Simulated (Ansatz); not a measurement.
**Lattice dynamics of Ca(111) slab, 5 layers**

How does Ca(111) slab, 5 layers vibrate, and is this structure a minimum?

Calculated with Ansatz 0.2.0; DFT LDA, scalar-relativistic, plane waves, PAW.

### Step 1. Set-up

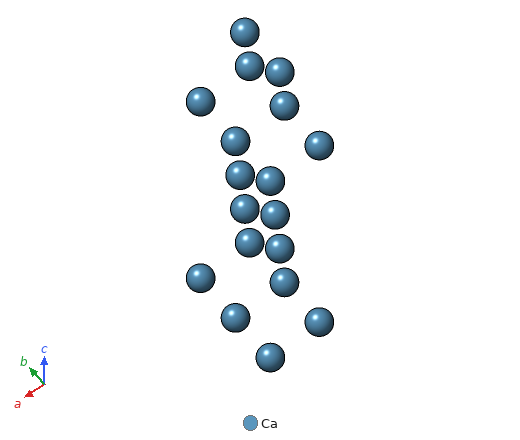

Start, viewed from a free direction; calcium blue. 1×2×1 cells are drawn. Some periodic images of atoms are drawn too.

The cell holds 5 atoms: 5 Ca. Cell: a = 3.889 Å, b = 3.889 Å, c = 25.702 Å, α = 90.0°, β = 90.0°, γ = 120.0°. Vacuum lies along c.

### Step 2. Bringing the structure to rest

The cell and atoms are relaxed, since residual forces and stress would shift the frequencies.

The program solves this slab on a cell height of its own, 49.2 Å, in place of the one typed.

The input, input.yaml:

```yaml
crystal:
  lattice:
    - [3.88909, 0.0, 0.0]
    - [-1.94454, 3.36805, 0.0]
    - [0.0, 0.0, 25.70171]
  atoms:
    - { symbol: Ca, position: [0.0, 0.0, 0.252902] }
    - { symbol: Ca, position: [0.333333, 0.666667, 0.376451] }
    - { symbol: Ca, position: [0.666667, 0.333333, 0.5] }
    - { symbol: Ca, position: [0.0, 0.0, 0.623549] }
    - { symbol: Ca, position: [0.333333, 0.666667, 0.747098] }
  periodic: [true, true, false]
kpoints:
  mp_grid: { grid: [9, 9, 1] }
hamiltonian:
  xc: lda
scf:
  occupations: { method: gaussian, width: 0.1 }
output:
  forces: true
  stress: true
  eigenvalues: true
  write_density: true
  write_potential: true
  elf: true
  volumetric_format: npy
relax:
  adjacent_minimum: "off"
  f_tol: 0.005
  max_steps: 80
  cell: { stress_2d_tol: 0.02 }
```

The run is started by

```sh
> ansatz run input.yaml --threads 8 --pin off --max-ram 14336MiB --backend cpu --events-out ev --progress --plain --runs-dir out
```

Numbers of over 12 decimals in the logs are rounded to 6 here.

The log of the run:

```text
Warning: crystal.periodic: the lattice vector that does not repeat stood 0.000° off the slab's normal, 25.702 Å along it as the deck builds it. The run solves the slab on a vector along the normal, 49.203 Å long, with every atom where it was (on the deck's vector they left 13.00 Å outside them, and the widest stretch free of ions among them is 3.18 Å). A fractional position that the run reports is one of the run's ce [...]
Warning: the atoms were moved onto the symmetric positions of the space group found under crystal.symmetry.tolerance 1.0e-5 (fractional; no operation is sought that the atoms, as they stand in a round, miss by more than twice it, and no atom is moved by as much as it), and the run uses the moved positions. Before a round's move an operation carried an atom to 5.39e-6 Å from where it should land, the largest such dist [...]
crystal.periodic: the lattice vector that does not repeat stood 0.000° off the slab's normal, 25.702 Å along it as the deck builds it. The run solves the slab on a vector along the normal, 49.203 Å long, with every atom where it was (on the deck's vector they left 13.00 Å outside them, and the widest stretch free of ions among them is 3.18 Å). A fractional position that the run reports is one of the run's cell, which [...]
Engine: ansatz 0.2.0, aarch64-unknown-linux-gnu
Pseudopotentials: kind: paw
Pseudopotential: Ca, paw, valence charge 10, recommended cutoff 420 eV (normal), Ca.paw.azcp
Functional definition: SPW92
  exchange = slater_x
  correlation = pw_c
Crystal: 5 atoms, lattice volume = 644.498 Å³
Basis set: ecut = 420 eV, 12765 PW (Γ)
Bands: 30, of which v1, the nominal top of the filled ones, is band 25 counted from 1 (24 counted from 0)
Symmetry: 12 space group operations
Space group: P-3m1 (ITA 164), of the structure as read, at distance tolerance 8.6e-5 Å
k-points: 12 of 81
Non-local potential: Ca, projectors of the file, l = 0: 3, l = 1: 2, l = 2: 2
PAW form: soft (Blöchl's): semilocal exchange-correlation on the pseudo side does not see the compensation charge
PAW frozen core: Ca, regenerated for the run's functional, and the local potential with it (the file was generated under x = pbe(κ = 0.804, μ = 0.219515), c = pbe(β = 0.066725))
PAW one-centre angular grid: Ca, 110 points (default); XC on 64 Gauss nodes
Initial density: superposition of atomic densities (neutral atoms: chi_scale 0, normalization atom), corrected by the library's trained network
Initial wavefunctions: pseudopotential atomic-orbital guess
Functional: x = slater, c = lda
SCF iter   1: F=—  HF=-8862.088073 eV  |F-HF|=—  |Δ(HF+E_count)|=         —  Δρ=2.66e-3  dr2=9.16e-1  ethr=1.77e-3  ⟨swp⟩=19.9  Hψ=3065  notcnv=0
preconditioner: auto → LDOS  [metal: Δε(μ)=0.005 eV  Ē_g=1.901 eV  σ=0.100 eV  W_gap=0.03  n_scr=26 (ndim 8)  ℏωp=4.6 eV  f_vac=0.633  D(μ)=10.64/eV (n_scr^D=26)  β→1.0]
SCF iter   2: F=—  HF=-8862.066637 eV  |F-HF|=—  |Δ(HF+E_count)|=   2.14e-2  Δρ=7.95e-4  dr2=3.47e-2  ethr=1.77e-3  ⟨swp⟩=2.0  Hψ=493  notcnv=0
SCF iter   3: F=—  HF=-8862.065985 eV  |F-HF|=—  |Δ(HF+E_count)|=   6.52e-4  Δρ=5.01e-4  dr2=1.22e-2  ethr=6.95e-5  ⟨swp⟩=3.2  Hψ=645  notcnv=0
SCF iter   4: F=—  HF=-8862.065499 eV  |F-HF|=—  |Δ(HF+E_count)|=   4.86e-4  Δρ=1.75e-4  dr2=3.26e-4  ethr=2.44e-5  ⟨swp⟩=2.2  Hψ=589  notcnv=0
SCF iter   5: F=—  HF=-8862.065426 eV  |F-HF|=—  |Δ(HF+E_count)|=   7.32e-5  Δρ=5.10e-5  dr2=7.02e-5  ethr=6.51e-7  ⟨swp⟩=2.8  Hψ=645  notcnv=0
SCF iter   6: F=—  HF=-8862.065491 eV  |F-HF|=—  |Δ(HF+E_count)|=   6.52e-5  Δρ=1.12e-5  dr2=1.63e-6  ethr=1.40e-7  ⟨swp⟩=2.8  Hψ=621  notcnv=0
SCF iter   7: F=—  HF=-8862.065491 eV  |F-HF|=—  |Δ(HF+E_count)|=   4.36e-7  Δρ=4.51e-6  dr2=1.66e-7  ethr=3.26e-9  ⟨swp⟩=2.8  Hψ=632  notcnv=0
SCF iter   8: F=-8862.065491 eV  HF=-8862.065491 eV  |F-HF|=4.07e-8  |Δ(HF+E_count)|=   9.56e-9  Δρ=1.73e-6  dr2=6.03e-8  ethr=2.00e-10  ⟨swp⟩=22.6  Hψ=3477  notcnv=0
SCF 1 converged in 8 iterations: F = -8862.065491 eV  dr2 = 6.03e-8
  greatest PAW one-centre occupation: 0.996 electrons in one spin orbital (limit 2), on the Ca atom at site 4 (counted from 0), in its partial waves of l = 0
relax step   1: F+E_penalty+E_count = -8862.06549124 eV  Δ(F+E_penalty+E_count) = +0.000e0 eV  max|allowed force component| = 1.986e-1 eV/Å  Δτ_max = 0.0000 Å  P = -2.296 N/m  Ω = 644.498 Å³  fix = [c, alpha, beta]  reactions: c +0.000 N/m  (8 SCF iters, dr2 threshold 1.00e-7 eV, accepted)
Crystal: 5 atoms, lattice volume = 632.441 Å³
Basis set: ecut = 420 eV, 12393 PW (Γ)
Initial density: handed on by an earlier stage of this run
Initial wavefunctions: those handed on with the density
iter 1 solved again at ethr=1.73e-3 eV; its pass at ethr=3.10e-3 eV (dr2=8.66e-1 eV) is discarded
SCF iter   1: F=—  HF=-8862.173705 eV  |F-HF|=—  |Δ(HF+E_count)|=         —  Δρ=1.97e-3  dr2=7.58e-1  ethr=1.73e-3  ⟨swp⟩=1.7  Hψ=2666  notcnv=0
preconditioner: auto → LDOS  [metal: Δε(μ)=0.040 eV  Ē_g=1.945 eV  σ=0.100 eV  W_gap=0.22  n_scr=26 (ndim 8)  ℏωp=4.7 eV  f_vac=0.643  D(μ)=7.16/eV (n_scr^D=22)  β→1.0]
SCF iter   2: F=—  HF=-8862.143330 eV  |F-HF|=—  |Δ(HF+E_count)|=   3.04e-2  Δρ=1.11e-3  dr2=2.07e-2  ethr=1.52e-3  ⟨swp⟩=2.8  Hψ=548  notcnv=0
SCF iter   3: F=—  HF=-8862.139580 eV  |F-HF|=—  |Δ(HF+E_count)|=   3.75e-3  Δρ=6.55e-4  dr2=1.08e-2  ethr=4.14e-5  ⟨swp⟩=2.5  Hψ=648  notcnv=0
SCF iter   4: F=—  HF=-8862.138454 eV  |F-HF|=—  |Δ(HF+E_count)|=   1.13e-3  Δρ=1.70e-4  dr2=1.28e-3  ethr=2.16e-5  ⟨swp⟩=2.0  Hψ=526  notcnv=0
SCF iter   5: F=—  HF=-8862.138410 eV  |F-HF|=—  |Δ(HF+E_count)|=   4.40e-5  Δρ=4.84e-5  dr2=7.68e-5  ethr=2.55e-6  ⟨swp⟩=1.9  Hψ=413  notcnv=0
SCF iter   6: F=—  HF=-8862.138476 eV  |F-HF|=—  |Δ(HF+E_count)|=   6.52e-5  Δρ=9.54e-6  dr2=9.61e-7  ethr=1.54e-7  ⟨swp⟩=2.6  Hψ=606  notcnv=0
SCF iter   7: F=-8862.138476 eV  HF=-8862.138476 eV  |F-HF|=2.24e-7  |Δ(HF+E_count)|=   4.13e-7  Δρ=3.90e-6  dr2=2.82e-7  ethr=1.00e-9  ⟨swp⟩=22.2  Hψ=3847  notcnv=0
SCF 2 converged in 7 iterations: F = -8862.138476 eV  dr2 = 2.82e-7
relax step   2: F+E_penalty+E_count = -8862.13847580 eV  Δ(F+E_penalty+E_count) = -7.298e-2 eV  max|allowed force component| = 1.258e-1 eV/Å  Δτ_max = 0.1643 Å  P = -1.336 N/m  Ω = 632.441 Å³  energy of the carried Pulay correction = +4.300e-5 eV  fix = [c, alpha, beta]  reactions: c -0.000 N/m  (7 SCF iters, dr2 threshold 5.00e-7 eV, accepted)
Crystal: 5 atoms, lattice volume = 617.238 Å³
Basis set: ecut = 420 eV, 12081 PW (Γ)
iter 1 solved again at ethr=1.55e-3 eV; its pass at ethr=3.10e-3 eV (dr2=7.77e-1 eV) is discarded
SCF iter   1: F=—  HF=-8862.224983 eV  |F-HF|=—  |Δ(HF+E_count)|=         —  Δρ=2.49e-3  dr2=6.75e-1  ethr=1.55e-3  ⟨swp⟩=1.9  Hψ=2728  notcnv=0
preconditioner: auto → LDOS  [metal: Δε(μ)=0.022 eV  Ē_g=1.967 eV  σ=0.100 eV  W_gap=0.12  n_scr=28 (ndim 8)  ℏωp=4.7 eV  f_vac=0.651  D(μ)=6.11/eV (n_scr^D=20)  β→1.0]
SCF iter   2: F=—  HF=-8862.183188 eV  |F-HF|=—  |Δ(HF+E_count)|=   4.18e-2  Δρ=1.59e-3  dr2=1.41e-1  ethr=1.35e-3  ⟨swp⟩=3.0  Hψ=571  notcnv=0
SCF iter   3: F=—  HF=-8862.171115 eV  |F-HF|=—  |Δ(HF+E_count)|=   1.21e-2  Δρ=5.34e-4  dr2=7.67e-3  ethr=2.81e-4  ⟨swp⟩=2.0  Hψ=650  notcnv=0
SCF iter   4: F=—  HF=-8862.170181 eV  |F-HF|=—  |Δ(HF+E_count)|=   9.34e-4  Δρ=1.15e-4  dr2=2.16e-4  ethr=1.53e-5  ⟨swp⟩=2.5  Hψ=627  notcnv=0
SCF iter   5: F=—  HF=-8862.170256 eV  |F-HF|=—  |Δ(HF+E_count)|=   7.50e-5  Δρ=3.76e-5  dr2=2.85e-5  ethr=4.33e-7  ⟨swp⟩=2.4  Hψ=590  notcnv=0
SCF iter   6: F=—  HF=-8862.170255 eV  |F-HF|=—  |Δ(HF+E_count)|=   1.77e-6  Δρ=1.36e-5  dr2=3.52e-6  ethr=5.70e-8  ⟨swp⟩=3.5  Hψ=697  notcnv=0
SCF iter   7: F=—  HF=-8862.170255 eV  |F-HF|=—  |Δ(HF+E_count)|=   1.16e-7  Δρ=6.72e-6  dr2=1.08e-6  ethr=1.00e-9  ⟨swp⟩=22.3  Hψ=3863  notcnv=0
SCF iter   8: F=-8862.170255 eV  HF=-8862.170255 eV  |F-HF|=1.39e-8  |Δ(HF+E_count)|=   9.15e-8  Δρ=2.19e-6  dr2=8.99e-8  ethr=1.00e-9  ⟨swp⟩=12.5  Hψ=2661  notcnv=0
SCF 3 converged in 8 iterations: F = -8862.170255 eV  dr2 = 8.99e-8
  greatest PAW one-centre occupation: 0.997 electrons in one spin orbital (limit 2), on the Ca atom at site 4 (counted from 0), in its partial waves of l = 0
relax step   3: F+E_penalty+E_count = -8862.17025466 eV  Δ(F+E_penalty+E_count) = -3.178e-2 eV  max|allowed force component| = 7.312e-2 eV/Å  Δτ_max = 0.1910 Å  P = -0.008 N/m  Ω = 617.238 Å³  energy of the carried Pulay correction = +9.841e-5 eV  fix = [c, alpha, beta]  reactions: c -0.000 N/m  (8 SCF iters, dr2 threshold 5.00e-7 eV, accepted)
[...]
relax step   4: F+E_penalty+E_count = -8862.17177887 eV  Δ(F+E_penalty+E_count) = -1.524e-3 eV  max|allowed force component| = 4.114e-2 eV/Å  Δτ_max = 0.0540 Å  P = +0.030 N/m  Ω = 616.513 Å³  energy of the carried Pulay correction = +1.011e-4 eV  fix = [c, alpha, beta]  reactions: c +0.000 N/m  (7 SCF iters, dr2 threshold 3.34e-7 eV, accepted)
[...]
relax step   5: F+E_penalty+E_count = -8862.17262401 eV  Δ(F+E_penalty+E_count) = -8.451e-4 eV  max|allowed force component| = 1.890e-3 eV/Å  Δτ_max = 0.0239 Å  P = +0.007 N/m  Ω = 616.491 Å³  energy of the carried Pulay correction = +1.012e-4 eV  fix = [c, alpha, beta]  reactions: c +0.000 N/m  (6 SCF iters, dr2 threshold 1.06e-7 eV, accepted)
Initial wavefunctions: pseudopotential atomic-orbital guess (no wavefunctions were taken with the density)
iter 1 solved again at ethr=4.22e-7 eV; its pass at ethr=3.10e-3 eV (dr2=2.11e-4 eV) is discarded
SCF iter   1: F=—  HF=-8862.172488 eV  |F-HF|=—  |Δ(HF+E_count)|=         —  Δρ=8.76e-6  dr2=1.27e-7  ethr=4.22e-7  ⟨swp⟩=6.5  Hψ=4432  notcnv=0
eigensolver tolerance schedule: the retry pair's looser diagonalisation over-reported the residual by 1664.39 of it (diagonalisation noise at 0.29 of the residual, at the tolerance the schedule requests for it); recorded, not acted on — ethr = c·dr2/N_el stays at c = 1.0e-1
preconditioner: auto → LDOS  [metal: Δε(μ)=0.012 eV  Ē_g=1.920 eV  σ=0.100 eV  W_gap=0.07  n_scr=28 (ndim 8)  ℏωp=4.7 eV  f_vac=0.647  D(μ)=7.90/eV (n_scr^D=22)  β→1.0]
SCF iter   2: F=—  HF=-8862.172556 eV  |F-HF|=—  |Δ(HF+E_count)|=   6.77e-5  Δρ=2.52e-6  dr2=5.51e-8  ethr=2.53e-10  ⟨swp⟩=4.8  Hψ=1065  notcnv=0
SCF iter   3: F=—  HF=-8862.172556 eV  |F-HF|=—  |Δ(HF+E_count)|=   1.12e-8  Δρ=5.51e-7  dr2=1.83e-9  ethr=1.10e-10  ⟨swp⟩=2.0  Hψ=608  notcnv=0
SCF iter   4: F=—  HF=-8862.172556 eV  |F-HF|=—  |Δ(HF+E_count)|=  3.49e-10  Δρ=2.05e-7  dr2=4.66e-10  ethr=3.66e-12  ⟨swp⟩=3.0  Hψ=666  notcnv=0
SCF iter   5: F=—  HF=-8862.172556 eV  |F-HF|=—  |Δ(HF+E_count)|=  2.18e-11  Δρ=5.75e-8  dr2=4.22e-11  ethr=1.00e-12  ⟨swp⟩=2.1  Hψ=581  notcnv=0
SCF iter   6: F=—  HF=-8862.172556 eV  |F-HF|=—  |Δ(HF+E_count)|=  1.27e-11  Δρ=2.29e-8  dr2=1.63e-11  ethr=1.00e-12  ⟨swp⟩=1.1  Hψ=361  notcnv=0
SCF iter   7: F=-8862.172556 eV  HF=-8862.172556 eV  |F-HF|=0.00e0  |Δ(HF+E_count)|=  1.09e-11  Δρ=1.20e-8  dr2=9.16e-13  ethr=1.00e-12  ⟨swp⟩=11.6  Hψ=2224  notcnv=0
SCF 6 converged in 7 iterations: F = -8862.172556 eV  dr2 = 9.16e-13
relax step   6: F+E_penalty+E_count = -8862.17255602 eV  Δ(F+E_penalty+E_count) = +6.798e-5 eV  max|allowed force component| = 1.946e-3 eV/Å  Δτ_max = 0.0000 Å  P = +0.005 N/m  Ω = 616.491 Å³  fix = [c, alpha, beta]  reactions: c +0.000 N/m  stress off target by 5.20e-3 N/m on what of the cell is left free  SCF on the basis re-selected at this cell (its energy is not comparable with the rows above)  (7 SCF iters)
basis re-selected at this cell: Δ(F+E_penalty+E_count) = +6.798e-5 eV, ΔP = -0.002 N/m vs the last step (what re-selecting the basis moved, of the pressure what is left beyond the Pulay correction that the steps carried, after the strain that the cell walked since its last selection, with what the two solves' SCF thresholds leave and, on support functions, any second-order correction that the steps lacked; it is no m [...]
SCF converged after 7 iterations
Free energy (F): -8862.172556 eV
Harris-Foulkes:  -8862.172556 eV  (|F-HF|=0.00e0)
Internal energy: -8862.133062 eV  (E = F + TS)
E sigma→0 (E₀):  -8862.152809 eV
Entropy (-TS):   -0.039494 eV (-7.899 meV/atom)
Fermi energy:    -2.940288 eV
--- Per-component energies (eV) ---
  E_band       = -1261.728560
  E_kinetic    = 1378.793721
  E_local      = -137034.928647  (includes V_loc(G=0)·N_el)
  E_nonlocal   = 336.488345
  E_hartree    = 67614.328015
  E_xc         = -669.193768
  E_vxc        = -840.974828  (∫ρ·V_xc dr)
  E_paw        = -4081.007868  (= ΣΔE_a)
  E_vpaw       = -329.763039  (= ΣTr[D̂ρ^β])
  E_aug_tail   = -0.000025  (compensation charges beyond the density's cutoff)
  E_ewald      = 63591.971337
  E_core_change = 1.415829  (= ΣΔE_core)
  E_smearing   = -0.039494  (= −TS)
  E_closure    = 0.000000  (closes the sum)
  Σ components = -8862.172556   (vs F -8862.172556, Δ=0.00e0)
--- Forces (eV/Å), atoms counted from 1 ---
  atom   1  Ca    -0.00000000     0.00000000     0.00012705
  atom   2  Ca    -0.00000000     0.00000000    -0.00194632
  atom   3  Ca    -0.00000000    -0.00000000     0.00000000
  atom   4  Ca     0.00000000     0.00000000     0.00194632
  atom   5  Ca     0.00000000    -0.00000000    -0.00012705
  max |Σ_I F_I| component: 1.73e-18 eV/Å
--- 2D stress c σ (N/m, compression-positive) ---
        0.005203      -0.000000       0.000000
       -0.000000       0.005203       0.000000
        0.000000       0.000000       0.000000
  P = ½ c Tr σ = 0.0052 N/m
--- Band table (eV; the first three rows and the last of 12) ---
  k-point 0: bands = [... 21 lower, -6.6973, -6.0617, -5.2448, -4.4384, -2.9291, -2.7007, -2.2538, -1.7032, ... 1 higher]
  k-point 1: bands = [... 21 lower, -6.5016, -5.8722, -5.0619, -4.2564, -2.8983, -2.6220, -2.2156, -1.7235, ... 1 higher]
  k-point 2: bands = [... 21 lower, -5.9427, -5.3369, -4.5555, -3.7688, -2.8358, -2.4418, -2.1472, -1.8595, ... 1 higher]
  k-point 11: bands = [... 21 lower, -3.1701, -3.1701, -3.0700, -2.9631, -2.9631, -2.7323, -2.5453, -2.5453, ... 1 higher]
--- Relaxed structure (5 steps of the walk, 5 accepted, 1 SCFs on fresh bases) ---
  F+E_penalty+E_count = -8862.17255602 eV   max|allowed force component| = 1.946e-3 eV/Å   (the final SCF, on the basis selected at the relaxed cell)
  cell:  # Å, volume = 616.4911 Å³
    - [3.803651, -2.8233331036536757e-6, 0]
    - [-1.901823, 3.294060, 0]
    - [0, 0, 49.20336455032]
  atoms:
    - { symbol: Ca, position: [-1.0362084916006879e-17, -7.586530001421946e-18, 0.139212] }
    - { symbol: Ca, position: [0.333333, 0.666667, 0.199476] }
    - { symbol: Ca, position: [0.666667, 0.333333, 0.261178] }
    - { symbol: Ca, position: [-1.0362084916006877e-17, -7.586530001421946e-18, 0.322881] }
    - { symbol: Ca, position: [0.333333, 0.666667, 0.383144] }
```

Run time: 15 s. Hardware: 8 threads of Arm Neoverse V2, shared host; peak memory 1.2 GiB; 1.9 min of CPU time.

The steps of the relaxation:

```tsv
step	energy less that of the first step (eV)	largest force component (eV/Å)	volume (Å³)
1	0.0000	0.1986	644.50
2	-0.0730	0.1258	632.44
3	-0.1048	0.0731	617.24
4	-0.1063	0.0411	616.51
5	-0.1071	0.0019	616.49
6*	-0.1071	0.0019	616.49
```

Relaxation steps marked * repeat the geometry before them on a plane-wave basis chosen anew for their cell, so energy and pressure can jump there.

Forces are held to the 12 operations that the run works with; a distortion that breaks them can't arise in this run.

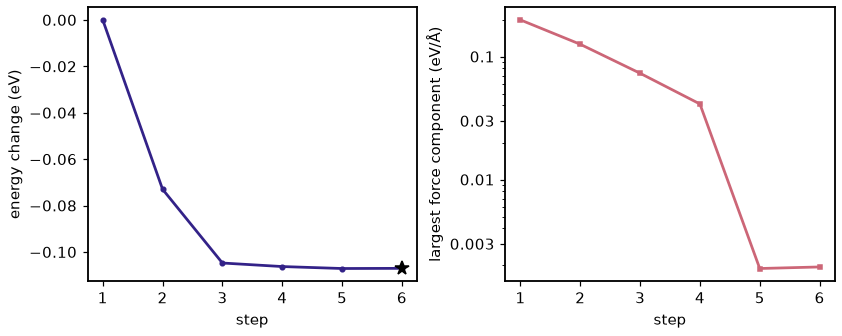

Energy and largest force along the relaxation. Stars mark steps on a basis chosen anew.

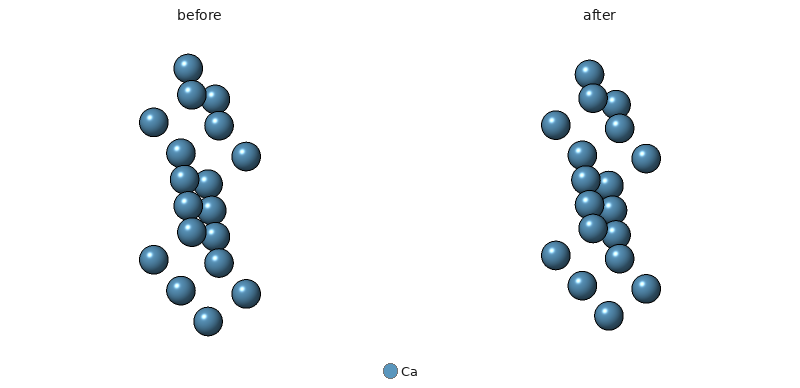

The structure before and after the relaxation, drawn at the same scale.

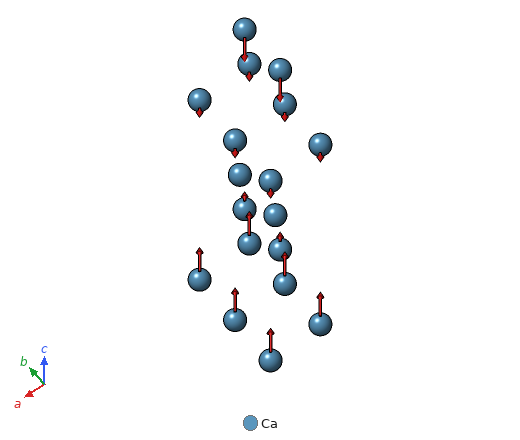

Displacements in the relaxation, exaggerated, measured against the changing cell; the longest in the cell stands for 0.35 Å. 1×2×1 cells are drawn. Some periodic images of atoms are drawn too.

```tsv
cell as run	before	after	change
a (Å)	3.889	3.804	-2.2 %
b (Å)	3.889	3.804	-2.2 %
```

The atoms that moved most (Å, along periodic axes as changes of fractional coordinates times the final cell, across vacuum about the mean position):

```tsv
atom	dx	dy	dz	length
Ca5	0.000	0.000	-0.350	0.350
Ca1	0.000	0.000	0.350	0.350
Ca2	0.000	0.000	0.139	0.139
Ca4	0.000	0.000	-0.139	0.139
```

Final coordinates:

```xyz
5
Lattice="3.8037 0.0000 0.0000 -1.9018 3.2941 0.0000 0.0000 0.0000 49.2034" Properties=species:S:1:pos:R:3
Ca    0.0000    0.0000    6.8497
Ca    0.0000    2.1960    9.8149
Ca    1.9018    1.0980   12.8509
Ca    0.0000    0.0000   15.8868
Ca    0.0000    2.1960   18.8520
```

This step gave:

```
gap on the k-mesh : 0 eV
area per atom     : 2.506 Å²
```

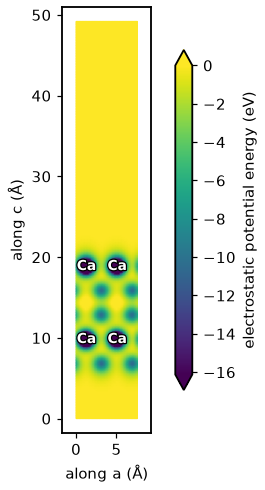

Electrostatic potential energy in the ac plane at fractional y = 0.667, with atoms of Ca within 0.2 Å of it. With pseudopotentials it is smooth inside the atoms' cores, unlike the true potential.

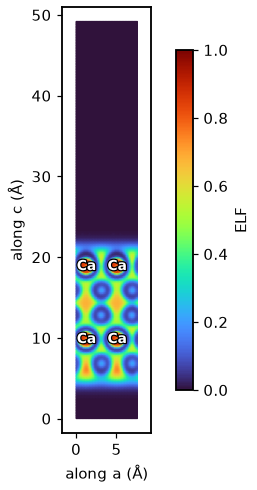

ELF in the ac plane at fractional y = 0.667, with atoms of Ca within 0.2 Å of it. It is the smooth field of the valence electrons, not physical close to the nuclei.

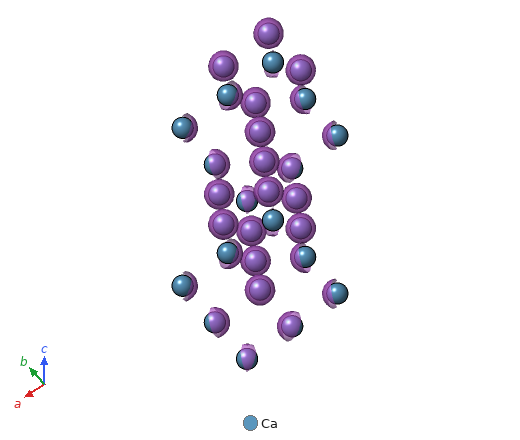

Surface of ELF = 0.79. 2×2×1 cells are drawn.

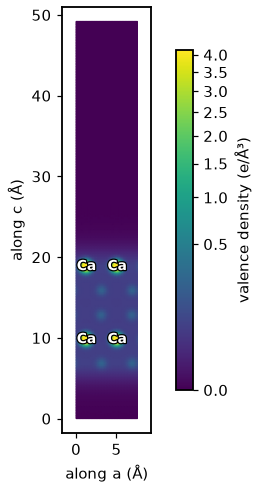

Valence density in the ac plane at fractional y = 0.667, with atoms of Ca within 0.2 Å of it. It is the smooth field of the valence electrons, not physical close to the nuclei. The colour scale is stretched toward low values.

[end of part 1 of 2]

[Logs are printed without paths, hosts, clocks, repeated set-up lines and the standing remarks that a program may print on its own settings, such as how far it seeks lower states.]

[Hosts, paths, dates, database ids (printed as entryN), source tags and the programs' standing remarks are cut or masked in the printed files.]
